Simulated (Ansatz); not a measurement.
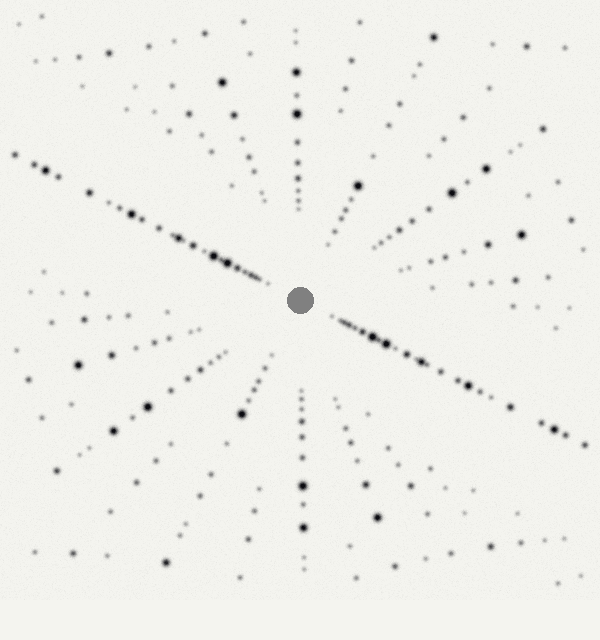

Simulated back-reflection Laue pattern (white X-rays, 0.45 to 2.2 Å, flat plate covering ±45° about the beam, kinematic intensities, seen from the source).

### What symmetry does the pattern show?

2mm: a twofold axis with two mirror lines.

The crystal is HfAgGe, space group P-62m (No. 189), a = 7.135 Å, c = 3.776 Å (hexagonal axes). Structure: coordinates from a relaxation with DFT, PAW plane waves, r2scan in Ansatz; the starting structure was generated, so it need not be a known form of this composition.

The direction [210] points towards the source.
